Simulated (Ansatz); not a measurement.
**F2GeI (SMILES [F][Ge]([F])[I]) (doublet): density, localisation and related maps**

Input

```
crystal:
  periodic: [false, false, false]
  atoms:
    - {symbol: F, position_ang: [1.145546, 0.767138, 0.990416]}
    - {symbol: Ge, position_ang: [-0.204066, -0.192950, 0.489654]}
    - {symbol: F, position_ang: [0.553796, -1.620250, -0.128771]}
    - {symbol: I, position_ang: [-1.439777, 0.985861, -1.371699]}
basis:
  gaussian: {orbitals: def2-TZVPP}
magnetization: {spin_polarized: true, initial_magnetization: 1}
hamiltonian: {xc: pbe0, dispersion: d4}
output: {orbitals: {seedname: orbitals}}
```

Launched as:

```sh
ansatz run in.yaml --threads 4 --pin off --events-out ev --progress --plain --max-ram 10444MiB
```

Geometry: PBE0-D4/def2-TZVP; core potentials replace the inner electrons of I.

All numbers below come from Ansatz, UKS PBE0-D4/def2-TZVPP.

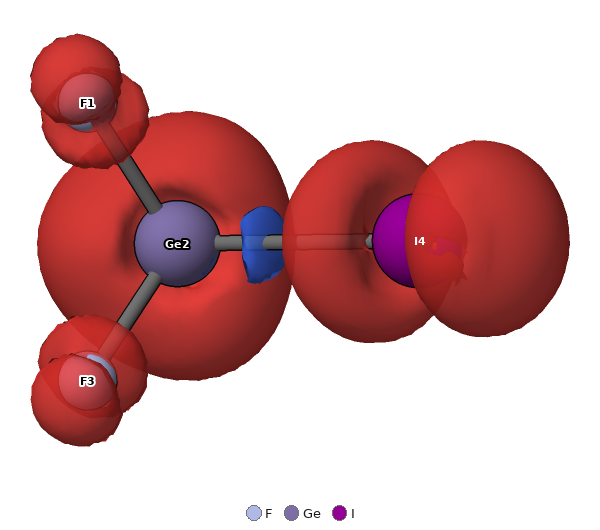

Figure 1. Isosurfaces of the spin density at +0.02 (red) and −0.02 e/Å³ (blue), seen at a tilt.

Question: Which atoms carry the spin?

Answer: The unpaired spin (1 electron) lies mostly on Ge2 (about 0.6), I4 (about 0.3), F1 (about 0.1) and F3 (about 0.1), in electrons by Hirshfeld's partition.

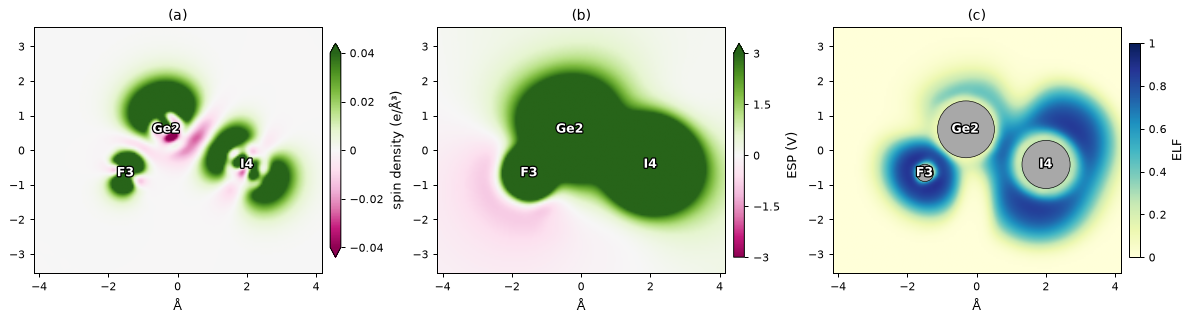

Figure 2. (a) spin density (α minus β); (b) electrostatic potential; (c) electron localisation function on the plane of atoms F3, Ge2 and I4. Grey discs cover the atomic cores in the ELF map.

Question: Interpret the plot.

Answer: Atoms in the plane: Ge, F and I.
Ge–F (1.73 Å): the ELF peaks at about 0.80 in the valence shell of F, 0.5 Å from its nucleus, and is about 0.25 at the midpoint.
Ge–I (2.53 Å): the ELF peaks at about 0.70 in the valence shell of I, 1.3 Å from its nucleus, and is about 0.70 at the midpoint.
The ELF also peaks beside I4 and F3, away from the bonds: non-bonding electrons, paired or unpaired.

Outside the dense part of the molecule the potential is most negative (−0.9 V) near F3.

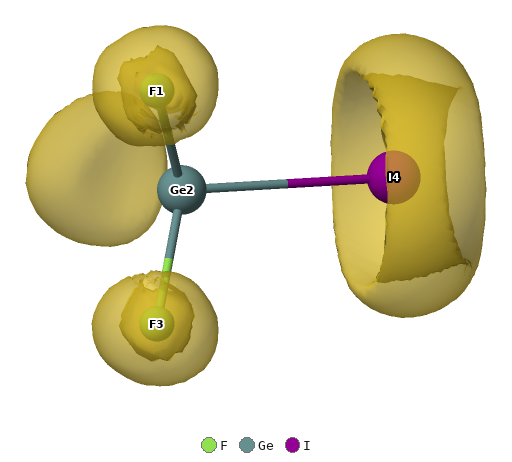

Figure 3. Isosurface of the electron localisation function at 0.8 (yellow), seen at an oblique angle. Core shells and regions of very low density are left out.

Question: Where are the electrons localised?

Answer: At this value the surface marks out one ring or bowl of non-bonding electrons around I, one lobe on Ge, pointing away from the bonds (non-bonding electrons) and two regions wrapped around F (the valence shell of each).
